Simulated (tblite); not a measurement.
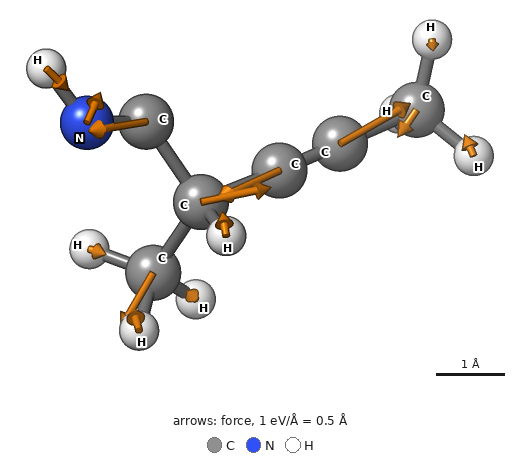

Starting geometry of C₆H₈N (multiplicity 2) with the computed forces as orange arrows. A ball-and-stick model, seen at a tilt.

Computed with GFN2-xTB geometry optimisation, gas phase in tblite 0.8.0. 

> Is this structure relaxed? If not, where do the atoms go?

It isn't relaxed: the largest force vector, on a C atom, is 2.86 eV/Å. The final displacements have little in common with the starting forces (cosine between the two patterns 0.24). Over 202 geometry steps the energy falls by 40.6 kJ/mol. The largest move after the best rigid fit is that of the N atom, 1.22 Å. By element the largest moves are N 1.22 Å, H 0.94 Å, C 0.55 Å. Near-neighbour distances that change, for instance: C–C 1.497 → 1.455 Å, C–H 1.124 → 1.088 Å, C–C 1.480 → 1.447 Å, C–C 1.504 → 1.535 Å. Among the angles between lasting bonds that change: C–C–N 120.7° → 129.7°, C–C–H 113.2° → 105.6°, C–C–C 106.2° → 111.6°. Groups turn about C–C by about 135°, C–C by about 45°.
